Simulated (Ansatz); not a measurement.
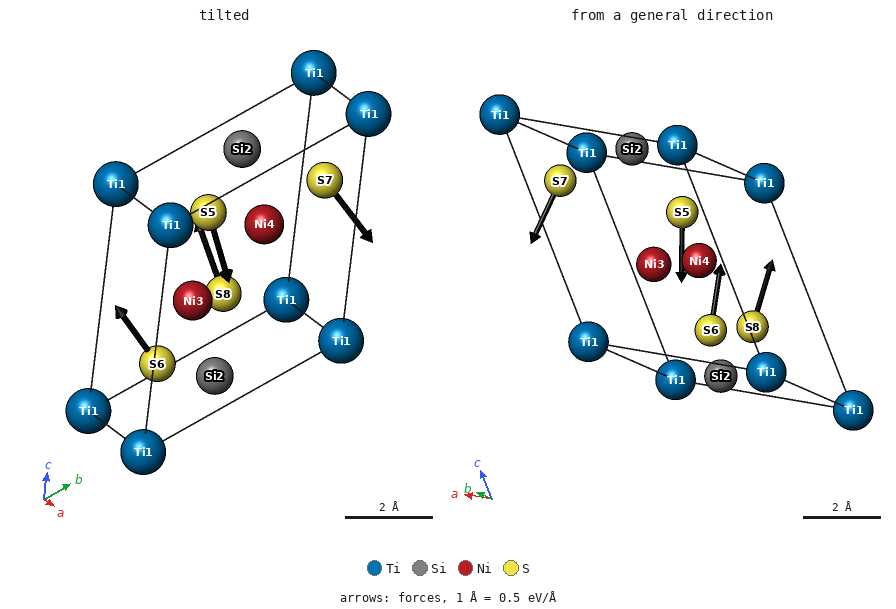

The figure gives a spheres-only picture of the atoms, viewed slightly off an axis and from a general direction. The wireframe shows the simulation cell. The arrows are the computed forces on the atoms.

System: TiSiNi$_{2}$S$_{4}$. Run with DFT, PAW plane waves, r2SCAN (Ansatz 0.2.0) and these settings: a 500 eV plane-wave basis, k-grid 5×5×5, Fermi-Dirac smearing of 0.1 eV, collinear spins.

Question: Could this be the end point of a relaxation?

Answer: No. The atoms still feel forces of up to about 0.73 eV/Å, far above a usual threshold of 0.01 to 0.03 eV/Å.

Question: Which atom has the biggest force on it?

Answer: All S atoms, about 0.73 eV/Å.

Where the cell comes from: a generated cell, made by putting these elements into a known structure type (the compound may or may not exist in this form). No relaxation was applied. It was run through Ansatz as a DFT input.
